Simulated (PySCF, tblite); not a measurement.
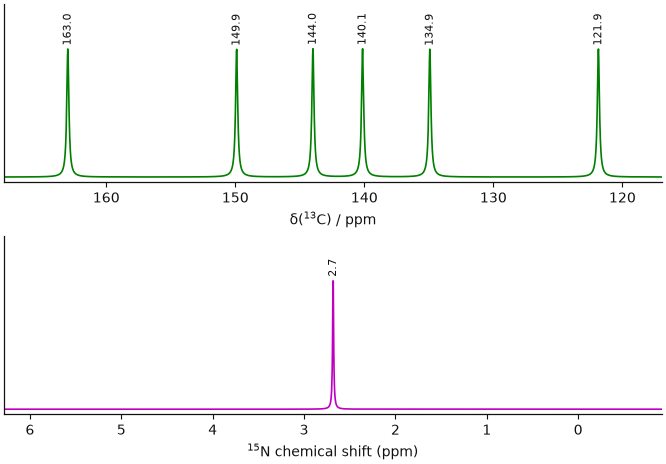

GIAO shifts, PBE0/pcSseg-1 with PySCF 2.14.0, at a GFN2-xTB geometry (a minimum by its frequencies), against TMS for ¹³C and NH₃ for ¹⁵N computed at the same level (¹⁵N: a single molecule, while the usual scales start at liquid NH₃ or nitromethane; multiply bonded nitrogen can come out tens of ppm too deshielded). Gas phase, fully decoupled, line heights follow the number of nuclei, widths are arbitrary (no quadrupolar broadening); values of one conformer, averaged over methyl-type rotors and exact or near symmetry; other conformers aren't averaged in.

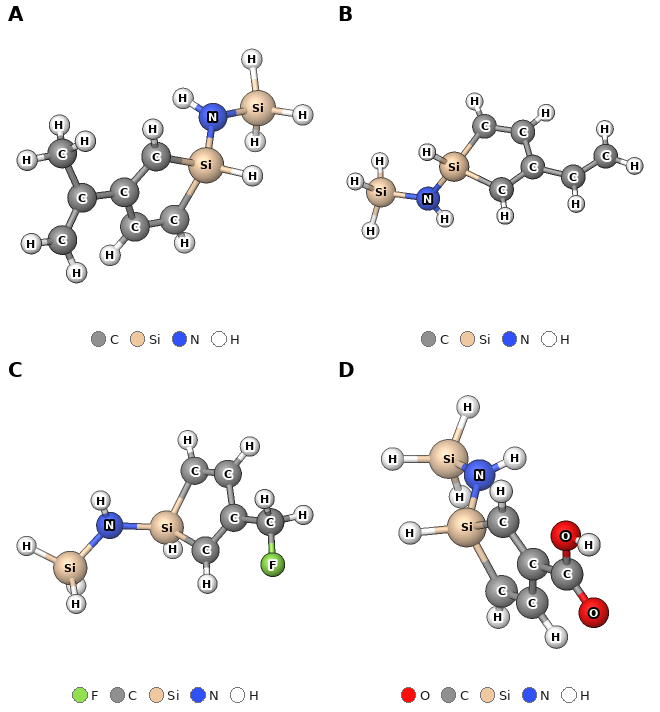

### Which structure fits the spectrum? The candidates are drawn in the second picture.

Structure B, C₆H₁₁NSi₂, SMILES C=CC1=C[Si@H](N[SiH3])C=C1. Its ¹³C signals: 163.0 (1 C), 149.9 (1 C), 144.0 (1 C), 140.1 (1 C), 134.9 (1 C), 121.9 (1 C) ppm. Its ¹⁵N signals: 2.7 (1 N) ppm.

Caveats: the tight-binding geometry is rougher than a DFT one and adds to the error.
